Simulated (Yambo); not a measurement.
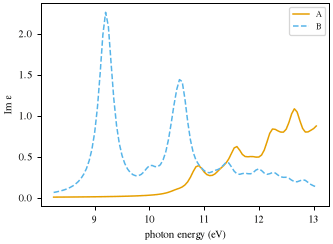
*Two computed absorption spectra of KF (rock salt, space group Fm-3m, No. 225) under isotropic strain of -3 % on all lattice vectors (Yambo, PBEsol bands with the same scissor, field along x)*

### Question
Which curve includes the electron-hole attraction (BSE), and where are its main peaks?

### Answer
Curve B: the attraction moves weight to lower energy (centre of the plotted range 10.3 eV against 12.0 eV). Its peaks lie at 9.2 eV, 10.6 eV, 11.4 eV, 12.0 eV. Settings: 10×10×10 mesh, 3 valence and 1 conduction bands, static screening with 21 bands and a 4 Ry block, scissor 3.81 eV, Tamm-Dancoff. The scissor comes from a G0W0 run whose convergence isn't established. Broadening 0.15 eV. The band window holds all transitions up to 13.1 eV. Fine structure above the onset can come from the mesh.

Geometry strained from the cell relaxed with PBEsol, atoms relaxed again; primitive cell a = 3.6365 Å, b = 3.6365 Å, c = 3.6365 Å, α = 60.00°, β = 60.00°, γ = 60.00°.
